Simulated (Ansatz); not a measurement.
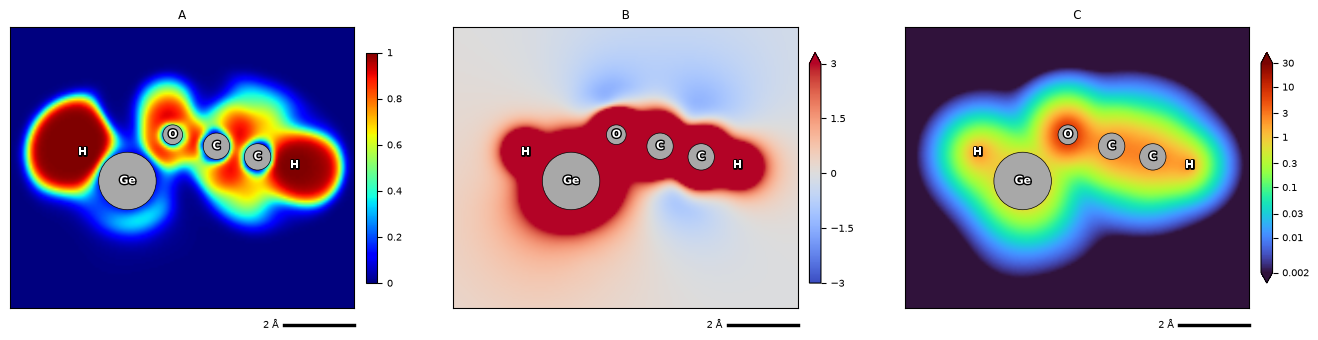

C3H6GeO: 3 fields on the plane of atoms O3, Ge4 and H7, with unlabelled colour scales. Grey discs cover the atomic cores.

Theory: Ansatz 0.2.0, RKS B3LYP-D4/def2-SVP.

### Which field does each panel show? The fields are: electron density, electron localisation function and electrostatic potential.

Panel A: electron localisation function. Panel B: electrostatic potential (strongly positive close to the atoms, with negative regions outside electron-rich atoms). Panel C: electron density. From the grid: C–C (1.21 Å): ρ is about 2.6 e/Å³ halfway; the ELF peaks at about 0.80 between the atoms (a short, multiple covalent bond). C–O (1.29 Å): ρ at the midpoint is about 2.6 e/Å³; the ELF peaks at about 0.90 between the atoms, as expected for a polar covalent bond.
